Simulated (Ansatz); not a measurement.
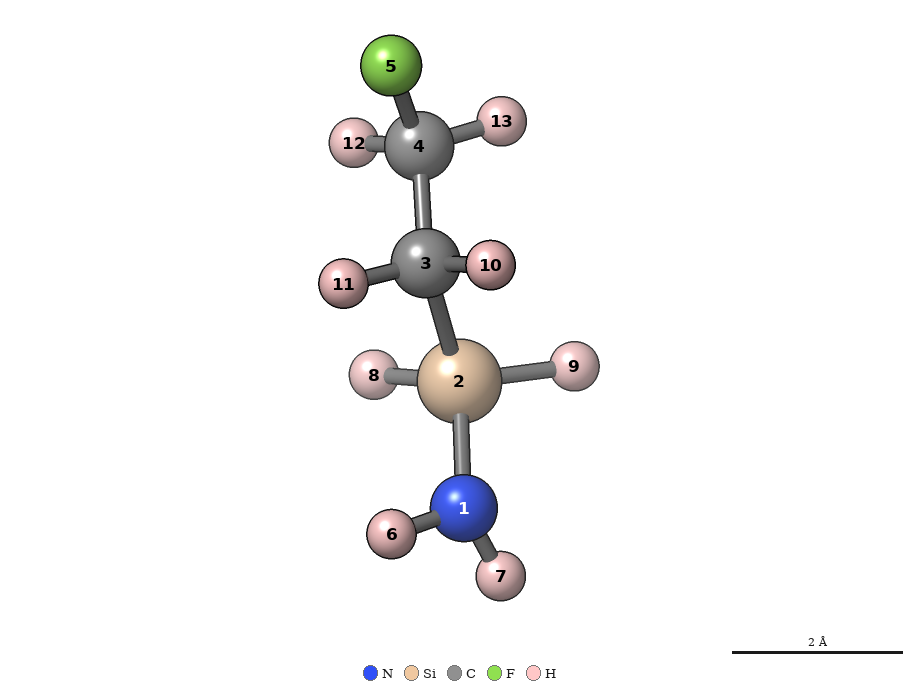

Orthographic view. Depth is shown by fading: the farther an atom, the more it takes the colour of the background. The geometry was computed by an optimisation with PBE-D4/def2-SVP. No frequency run is at hand to confirm it as a minimum.

Write a Z-matrix (Å, degrees) in the order of the atom numbers, with these reference atoms: 2 to 1; 3 to 2, 1; 4 to 3, 2, 1; 5 to 4, 3, 2; 6 to 1, 2, 3; 7 to 1, 6, 2; 8 to 2, 1, 7; 9 to 2, 8, 3; 10 to 3, 4, 5; 11 to 3, 10, 4; 12 to 4, 5, 3; 13 to 4, 12, 5.

```
N  
Si   1   1.749
C    2   1.898   1   108.0
C    3   1.517   2   115.1   1   179.7
F    4   1.393   3   111.0   2   178.4
H    1   1.024   2   117.9   3    62.0
H    1   1.024   6   109.2   2  -136.8
H    2   1.518   1   116.5   7    74.6
H    2   1.506   8   106.8   3  -119.9
H    3   1.111   4   110.2   5   -59.4
H    3   1.113  10   106.6   4  -118.3
H    4   1.115   5   108.0   3   121.9
H    4   1.115  12   107.7   5  -116.4
```
